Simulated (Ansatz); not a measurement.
# BrF2H3Si (built from SMILES F[SiH](F)Br.[H][H]): search for a transition state, part 2 of 2

Ansatz 0.2.0, Gaussian basis; PBE0-D4. Earlier steps stand in the parts before.

### 8 Relaxing after a step of 0.30 Å the other way along the mode

The input, downb/in.yaml:

```yaml
crystal:
  periodic: [false, false, false]
  atoms:
    - {symbol: Si, position_ang: [-0.418847, -0.000280, 0.288445]}
    - {symbol: Br, position_ang: [0.732705, -1.981124, -0.512086]}
    - {symbol: F, position_ang: [-1.635316, -0.119814, -0.702520]}
    - {symbol: F, position_ang: [-0.512358, 1.609958, 0.553051]}
    - {symbol: H, position_ang: [-0.304692, -0.438309, 1.663784]}
    - {symbol: H, position_ang: [1.094530, 0.152133, -0.672199]}
    - {symbol: H, position_ang: [1.043878, 0.777435, -0.618375]}
basis:
  gaussian: {orbitals: def2-TZVP}
hamiltonian: {xc: pbe0, dispersion: d4}
relax: {f_tol: 0.005, max_steps: 200}
```

Launch:

```console
$ ansatz run in.yaml --threads 4 --pin off --events-out ev --progress --plain --max-ram 9574MiB
```

What it wrote:

```text
Functional definition: PBE0
  name "PBE0"
  cite "Adamo & Barone, J. Chem. Phys. 110, 6158 (1999) doi:10.1063/1.478522"
  cite "Perdew, Burke & Ernzerhof, Phys. Rev. Lett. 77, 3865 (1996) doi:10.1103/PhysRevLett.77.3865"
  parent pbe
  parameter a = 0.25
  parameter kappa = 0.804
  parameter beta = 0.06672455060314922
  exchange = (1 - a)*pbe_x(kappa = kappa, mu = beta*pi^2/3) + a*exact_x
  correlation = pbe_c(beta = beta)
1125 factors; their error is unknown
mean field evaluation 1: about -83391.6498 eV, gradient 4.3e1 eV
mean field evaluation 2: about -83388.2832 eV, gradient 6.6e1 eV
mean field evaluation 4: about -83394.0931 eV, gradient 1.2e0 eV
mean field evaluation 8: about -83394.0970 eV, gradient 2.0e-2 eV
mean field evaluation 16: about -83394.5831 eV, gradient 1.1e-4 eV
mean field -83394.58309506 eV, -3064.6944018646 hartree, gradient 1.5e-5 eV, S^2 0.000000; 0 other end points of the search recorded, 0 dependent functions left out
the calculation of the forces begins
reference -83394.58312025 eV, -3064.6944027904 hartree; 35, 35 occupied and 130, 130 virtual orbitals, 1125 factors
relax step   1: F+E_penalty+E_count = -83394.70108832 eV  Δ(F+E_penalty+E_count) = +0.000e0 eV  max|allowed force component| = 7.699e0 eV/Å  Δτ_max = 0.0000 Å  (27 SCF iters, accepted)
these checks for a lower state are left out or cut short: starts, cluster_reference, orbital_swaps, neighbouring_geometries, increment
1125 factors; their error is unknown
mean field -83395.30552998 eV, -3064.7209508584 hartree, gradient 1.2e-5 eV, S^2 0.000000; 0 other end points of the search recorded, 0 dependent functions left out
the calculation of the forces begins
reference -83395.30555559 eV, -3064.7209517994 hartree; 35, 35 occupied and 130, 130 virtual orbitals, 1125 factors
relax step   2: F+E_penalty+E_count = -83395.42371119 eV  Δ(F+E_penalty+E_count) = -7.226e-1 eV  max|allowed force component| = 9.217e-1 eV/Å  Δτ_max = 0.1948 Å  (36 SCF iters, accepted)
these checks for a lower state are left out or cut short: starts, cluster_reference, orbital_swaps, neighbouring_geometries, increment
1125 factors; their error is unknown
mean field evaluation 32: about -83395.6065 eV, gradient 1.5e-5 eV
mean field -83395.60649791 eV, -3064.7320112259 hartree, gradient 1.5e-5 eV, S^2 0.000000; 0 other end points of the search recorded, 0 dependent functions left out
the calculation of the forces begins
reference -83395.60652387 eV, -3064.7320121799 hartree; 35, 35 occupied and 130, 130 virtual orbitals, 1125 factors
relax step   3: F+E_penalty+E_count = -83395.73221123 eV  Δ(F+E_penalty+E_count) = -3.085e-1 eV  max|allowed force component| = 1.193e0 eV/Å  Δτ_max = 0.1950 Å  (29 SCF iters, accepted)
[... from here on, the SCF cycles and remarks between the steps are left out ...]
relax step   4: F+E_penalty+E_count = -83396.11395736 eV  Δ(F+E_penalty+E_count) = -3.817e-1 eV  max|allowed force component| = 1.048e0 eV/Å  Δτ_max = 0.1976 Å  (35 SCF iters, accepted)
relax step   5: F+E_penalty+E_count = -83396.42575739 eV  Δ(F+E_penalty+E_count) = -3.118e-1 eV  max|allowed force component| = 1.391e0 eV/Å  Δτ_max = 0.1937 Å  (28 SCF iters, accepted)
relax step   6: F+E_penalty+E_count = -83396.67620770 eV  Δ(F+E_penalty+E_count) = -2.505e-1 eV  max|allowed force component| = 2.187e0 eV/Å  Δτ_max = 0.1948 Å  (30 SCF iters, accepted)
relax step   7: F+E_penalty+E_count = -83396.82518817 eV  Δ(F+E_penalty+E_count) = -1.490e-1 eV  max|allowed force component| = 1.734e0 eV/Å  Δτ_max = 0.2000 Å  (30 SCF iters, accepted)
relax step   8: F+E_penalty+E_count = -83396.94551556 eV  Δ(F+E_penalty+E_count) = -1.203e-1 eV  max|allowed force component| = 1.776e-1 eV/Å  Δτ_max = 0.2000 Å  (30 SCF iters, accepted)
relax step   9: F+E_penalty+E_count = -83396.95821338 eV  Δ(F+E_penalty+E_count) = -1.270e-2 eV  max|allowed force component| = 1.519e-1 eV/Å  Δτ_max = 0.1026 Å  (30 SCF iters, accepted)
relax step  10: F+E_penalty+E_count = -83396.96909765 eV  Δ(F+E_penalty+E_count) = -1.088e-2 eV  max|allowed force component| = 4.817e-1 eV/Å  Δτ_max = 0.1965 Å  (29 SCF iters, accepted)
relax step  11: F+E_penalty+E_count = -83396.97864937 eV  Δ(F+E_penalty+E_count) = -9.552e-3 eV  max|allowed force component| = 1.164e-1 eV/Å  Δτ_max = 0.1093 Å  (30 SCF iters, accepted)
relax step  12: F+E_penalty+E_count = -83396.98096537 eV  Δ(F+E_penalty+E_count) = -2.316e-3 eV  max|allowed force component| = 1.150e-1 eV/Å  Δτ_max = 0.0618 Å  (30 SCF iters, accepted)
relax step  13: F+E_penalty+E_count = -83396.98187314 eV  Δ(F+E_penalty+E_count) = -9.078e-4 eV  max|allowed force component| = 5.481e-2 eV/Å  Δτ_max = 0.0553 Å  (30 SCF iters, accepted)
relax step  14: F+E_penalty+E_count = -83396.98216883 eV  Δ(F+E_penalty+E_count) = -2.957e-4 eV  max|allowed force component| = 3.204e-2 eV/Å  Δτ_max = 0.0234 Å  (30 SCF iters, accepted)
relax step  15: F+E_penalty+E_count = -83396.98241161 eV  Δ(F+E_penalty+E_count) = -2.428e-4 eV  max|allowed force component| = 1.699e-2 eV/Å  Δτ_max = 0.0287 Å  (29 SCF iters, accepted)
relax step  16: F+E_penalty+E_count = -83396.98270385 eV  Δ(F+E_penalty+E_count) = -2.922e-4 eV  max|allowed force component| = 6.707e-2 eV/Å  Δτ_max = 0.0636 Å  (30 SCF iters, accepted)
relax step  17: F+E_penalty+E_count = -83396.98301328 eV  Δ(F+E_penalty+E_count) = -3.094e-4 eV  max|allowed force component| = 6.909e-2 eV/Å  Δτ_max = 0.0290 Å  (30 SCF iters, accepted)
relax step  18: F+E_penalty+E_count = -83396.98369139 eV  Δ(F+E_penalty+E_count) = -6.781e-4 eV  max|allowed force component| = 1.464e-1 eV/Å  Δτ_max = 0.1168 Å  (29 SCF iters, accepted)
relax step  19: F+E_penalty+E_count = -83396.98422438 eV  Δ(F+E_penalty+E_count) = -5.330e-4 eV  max|allowed force component| = 1.191e-1 eV/Å  Δτ_max = 0.0223 Å  (30 SCF iters, accepted)
relax step  20: F+E_penalty+E_count = -83396.98485178 eV  Δ(F+E_penalty+E_count) = -6.274e-4 eV  max|allowed force component| = 1.146e-1 eV/Å  Δτ_max = 0.0472 Å  (30 SCF iters, accepted)
relax step  21: F+E_penalty+E_count = -83396.98538489 eV  Δ(F+E_penalty+E_count) = -5.331e-4 eV  max|allowed force component| = 1.571e-1 eV/Å  Δτ_max = 0.0572 Å  (29 SCF iters, accepted)
relax step  22: F+E_penalty+E_count = -83396.98591981 eV  Δ(F+E_penalty+E_count) = -5.349e-4 eV  max|allowed force component| = 1.070e-1 eV/Å  Δτ_max = 0.0224 Å  (31 SCF iters, accepted)
relax step  23: F+E_penalty+E_count = -83396.98659974 eV  Δ(F+E_penalty+E_count) = -6.799e-4 eV  max|allowed force component| = 4.223e-2 eV/Å  Δτ_max = 0.0552 Å  (29 SCF iters, accepted)
relax step  24: F+E_penalty+E_count = -83396.98702883 eV  Δ(F+E_penalty+E_count) = -4.291e-4 eV  max|allowed force component| = 6.489e-2 eV/Å  Δτ_max = 0.0829 Å  (30 SCF iters, accepted)
relax step  25: F+E_penalty+E_count = -83396.98726750 eV  Δ(F+E_penalty+E_count) = -2.387e-4 eV  max|allowed force component| = 5.798e-2 eV/Å  Δτ_max = 0.0237 Å  (31 SCF iters, accepted)
relax step  26: F+E_penalty+E_count = -83396.98743630 eV  Δ(F+E_penalty+E_count) = -1.688e-4 eV  max|allowed force component| = 5.711e-2 eV/Å  Δτ_max = 0.0335 Å  (31 SCF iters, accepted)
relax step  27: F+E_penalty+E_count = -83396.98756752 eV  Δ(F+E_penalty+E_count) = -1.312e-4 eV  max|allowed force component| = 6.857e-2 eV/Å  Δτ_max = 0.0261 Å  (31 SCF iters, accepted)
relax step  28: F+E_penalty+E_count = -83396.98784960 eV  Δ(F+E_penalty+E_count) = -2.821e-4 eV  max|allowed force component| = 2.398e-3 eV/Å  Δτ_max = 0.0267 Å  (31 SCF iters, accepted)
relax step  29: F+E_penalty+E_count = -83396.98787937 eV  Δ(F+E_penalty+E_count) = -2.977e-5 eV  max|allowed force component| = 7.818e-2 eV/Å  Δτ_max = 0.0404 Å  (30 SCF iters, accepted)
relax step  30: F+E_penalty+E_count = -83396.98803307 eV  Δ(F+E_penalty+E_count) = -1.537e-4 eV  max|allowed force component| = 1.785e-2 eV/Å  Δτ_max = 0.0038 Å  (32 SCF iters, accepted)
relax step  31: F+E_penalty+E_count = -83396.98811874 eV  Δ(F+E_penalty+E_count) = -8.567e-5 eV  max|allowed force component| = 1.555e-3 eV/Å  Δτ_max = 0.0200 Å  (31 SCF iters, accepted)
relax step  32: F+E_penalty+E_count = -83396.90297218 eV  Δ(F+E_penalty+E_count) = +8.515e-2 eV  max|allowed force component| = 1.741e0 eV/Å  Δτ_max = 0.1954 Å  (30 SCF iters, rejected (line search))
relax step  33: F+E_penalty+E_count = -83396.98813688 eV  Δ(F+E_penalty+E_count) = -1.814e-5 eV  max|allowed force component| = 2.087e-3 eV/Å  Δτ_max = 0.0056 Å  (32 SCF iters, accepted)
relax step  34: F+E_penalty+E_count = -83396.98307790 eV  Δ(F+E_penalty+E_count) = +5.059e-3 eV  max|allowed force component| = 4.875e-1 eV/Å  Δτ_max = 0.0972 Å  (30 SCF iters, rejected (line search))
relax step  35: F+E_penalty+E_count = -83396.98807129 eV  Δ(F+E_penalty+E_count) = +6.559e-5 eV  max|allowed force component| = 9.085e-2 eV/Å  Δτ_max = 0.0467 Å  (30 SCF iters, rejected (line search))
relax step  36: F+E_penalty+E_count = -83396.98819379 eV  Δ(F+E_penalty+E_count) = -5.691e-5 eV  max|allowed force component| = 1.858e-2 eV/Å  Δτ_max = 0.0223 Å  (31 SCF iters, accepted)
relax step  37: F+E_penalty+E_count = -83396.98815426 eV  Δ(F+E_penalty+E_count) = +3.953e-5 eV  max|allowed force component| = 7.212e-2 eV/Å  Δτ_max = 0.0301 Å  (31 SCF iters, rejected (line search))
relax step  38: F+E_penalty+E_count = -83396.98810269 eV  Δ(F+E_penalty+E_count) = +9.110e-5 eV  max|allowed force component| = 2.720e-2 eV/Å  Δτ_max = 0.0111 Å  (31 SCF iters, rejected (line search))
these checks for a lower state are left out or cut short: starts, cluster_reference, orbital_swaps, neighbouring_geometries, increment
1125 factors; their error is unknown
mean field -83396.87230893 eV, -3064.7785289229 hartree, gradient 2.6e-5 eV, S^2 0.000000; 0 other end points of the search recorded, 0 dependent functions left out
the calculation of the forces begins
reference -83396.87233788 eV, -3064.7785299869 hartree; 35, 35 occupied and 130, 130 virtual orbitals, 1125 factors
relax step  39: F+E_penalty+E_count = -83396.98821893 eV  Δ(F+E_penalty+E_count) = -2.514e-5 eV  max|allowed force component| = 1.571e-3 eV/Å  Δτ_max = 0.0055 Å  (32 SCF iters, accepted)
1125 factors; their error is unknown
mean field evaluation 288: about -83396.3853 eV, gradient 1.2e-4 eV
mean field -83396.87230893 eV, -3064.7785289229 hartree, gradient 2.6e-5 eV, S^2 0.000000; 1 other end points of the search recorded, 0 dependent functions left out
the calculation of the forces begins
reference -83396.87233788 eV, -3064.7785299869 hartree; 35, 35 occupied and 130, 130 virtual orbitals, 1125 factors
Total energy: -83396.98824788 eV, -3064.7827896007 hartree
Atom 0 at    -0.716276    -0.393531     0.699995 Å, force     0.000258     0.001260    -0.000994 eV/Å
Atom 1 at     0.662675    -2.048344     0.348069 Å, force    -0.000093    -0.000786     0.000957 eV/Å
Atom 2 at    -1.430673    -0.017172    -0.655308 Å, force    -0.000265    -0.000007    -0.000219 eV/Å
Atom 3 at     0.100441     0.869329     1.178413 Å, force    -0.000272     0.000151     0.000476 eV/Å
Atom 4 at    -1.723906    -0.736411     1.708446 Å, force     0.000554    -0.000676    -0.000167 eV/Å
Atom 5 at     1.492718     0.945588    -1.936728 Å, force    -0.001537    -0.000042    -0.001571 eV/Å
Atom 6 at     1.614921     1.380541    -1.342786 Å, force     0.001355     0.000101     0.001519 eV/Å
Dipole moment:    -0.109240    -0.134747     0.157936 e Å
```

Wall time 1.8 min (4 threads of Arm Neoverse V1, shared host).

Step by step: (not every step is listed) (the energy doesn't fall at every step)

```csv
step,energy from step 1 (eV),largest force component (eV/Å)
1,0.0000,7.6986
2,-0.7226,0.9217
3,-1.0311,1.1928
4,-1.4129,1.0483
5,-1.7247,1.3912
6,-1.9751,2.1866
7,-2.1241,1.7340
8,-2.2444,0.1776
9,-2.2571,0.1519
11,-2.2776,0.1164
13,-2.2808,0.0548
15,-2.2813,0.0170
17,-2.2819,0.0691
19,-2.2831,0.1191
21,-2.2843,0.1571
23,-2.2855,0.0422
25,-2.2862,0.0580
27,-2.2865,0.0686
29,-2.2868,0.0782
31,-2.2870,0.0016
33,-2.2870,0.0021
34,-2.2820,0.4875
35,-2.2870,0.0909
36,-2.2871,0.0186
37,-2.2871,0.0721
38,-2.2870,0.0272
39,-2.2871,0.0016
```

Distances of close pairs at the start and the end, largest changes first:

```csv
bond,before (Å),after (Å),change (Å)
Si1–Br2,2.427,2.183,-0.244
H6–H7,0.630,0.746,+0.117
Si1–F4,1.635,1.578,-0.056
Si1–H5,1.448,1.466,+0.018
Si1–F3,1.574,1.578,+0.004
```

### 9 The three structures

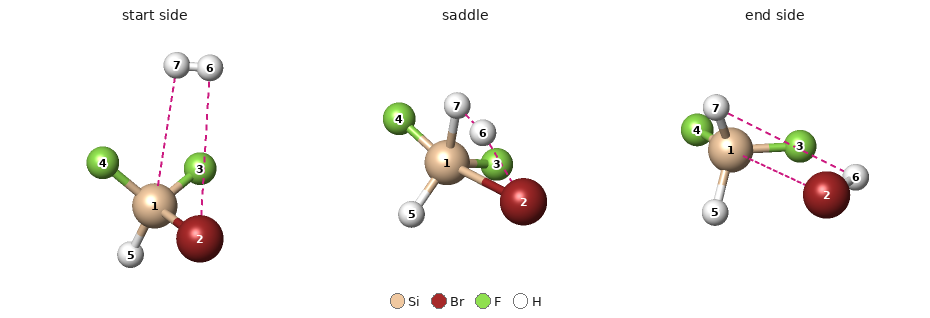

The minimum on the start side, the saddle and the minimum on the end side; broken lines join the pairs that change, where they aren't drawn as bonds.

```csv
pair,start side (Å),saddle (Å),end side (Å)
Si1–H7,3.571,1.673,1.473
Br2–H6,3.857,1.826,1.423
Si1–Br2,2.183,2.603,3.774
H6–H7,0.746,0.927,3.569
```

### 10 Outcome

What follows sums up all 2 parts.

```
                       quantity                                                       value
                 imaginary mode                                                   736i cm⁻¹
    barrier from the start side                                                    2.108 eV
      barrier from the end side                                                    1.360 eV
             energy of the step                                                   +0.749 eV
              pairs that change  Si1–H7 formed, Br2–H6 formed, Si1–Br2 broken, H6–H7 broken
zero-point energy at the saddle                                                    0.819 eV
```

The point has a single imaginary mode (736i cm⁻¹), as a transition state must. It joins the planned start and end. At PBE0-D4/def2-TZVP the electronic barrier is 2.108 eV, about 82 kT at 298 K, and the step runs 0.749 eV uphill. A step off the saddle overshot and began above it in energy, so the link to its end is likely but not proven. Lower complexes than these ends may exist.
